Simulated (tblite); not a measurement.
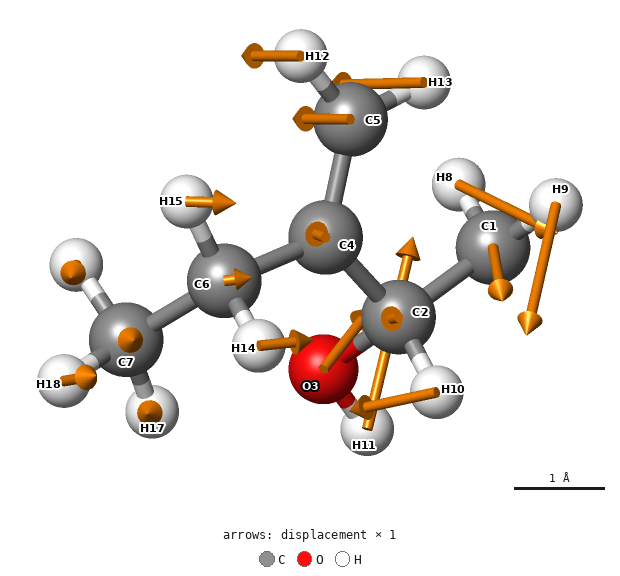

A relaxation of C$_{6}$H$_{11}$O (multiplicity 2). The starting structure is drawn; orange arrows show the displacements, at their true length. The two geometries are superimposed by the best rigid fit.

Style: ball-and-stick. Shown at a tilt.

Method: tblite 0.8.0, GFN2-xTB geometry optimisation, gas phase. 

Q: Atoms of which element are displaced furthest, and by how much?

A: Hydrogen: up to 2.27 Å, against 1.17 Å for oxygen.

Q: Describe the change and its energy.

A: After 243 geometry steps the energy has fallen by 0.845 eV. The largest move after the best rigid fit is that of an H atom, 2.27 Å. By element the largest moves are H 2.27 Å, O 1.17 Å, C 1.12 Å. Some distances before and after: C–H 1.136 → 1.087 Å, C–C 1.488 → 1.535 Å, H–O 1.007 → 0.963 Å, C–H 1.104 → 1.071 Å. Bond angles that change, for instance: C–C–H 111.0° → 120.1°, C–C–C 111.2° → 102.4°, C–C–C 123.3° → 115.5°. Groups turn about C–O by about 110°, C–C by about 85°, C–C by about 25°.
